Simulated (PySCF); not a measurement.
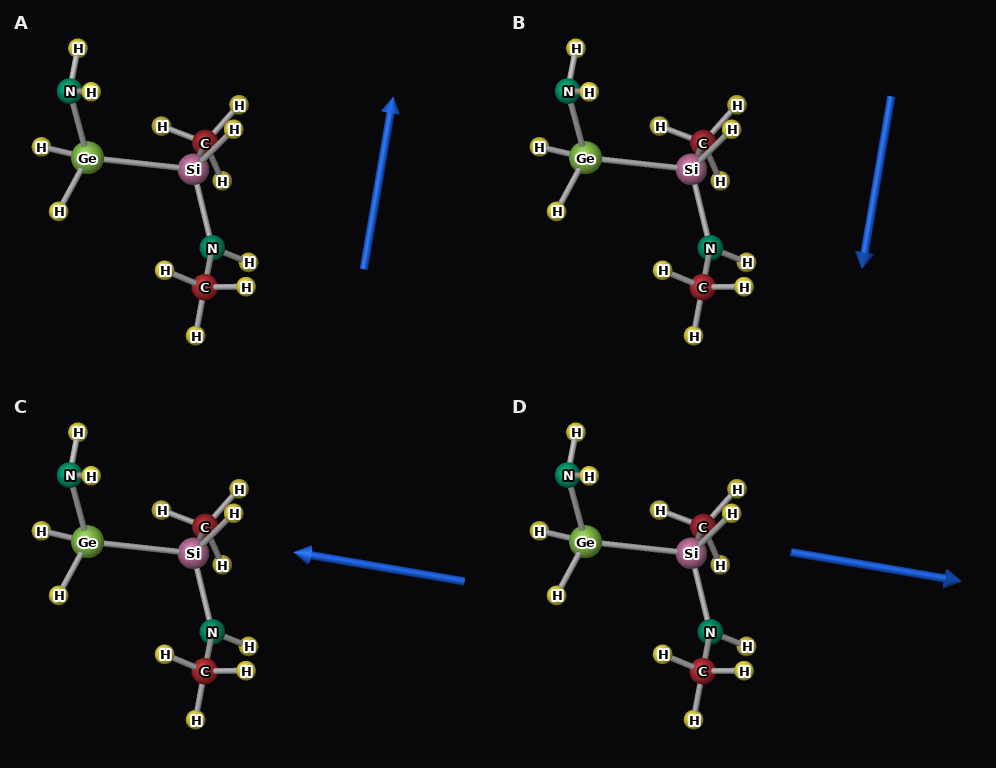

The same molecule four times, each with an arrow. The geometry was computed by an optimisation with GFN2-xTB. No frequency run is at hand to confirm it as a minimum. Method: B3LYP/def2-SVPD, gas phase (PySCF 2.14.0).

Question: Which arrow points along the dipole moment, from the negative to the positive end?

Answer: D. The dipole moment is 2.46 D.

The geometry is semi-empirical. Around Ge, Si such bond lengths and angles can be off by a tenth of an ångström or more and by several degrees, and values that hang on the shape move with them.
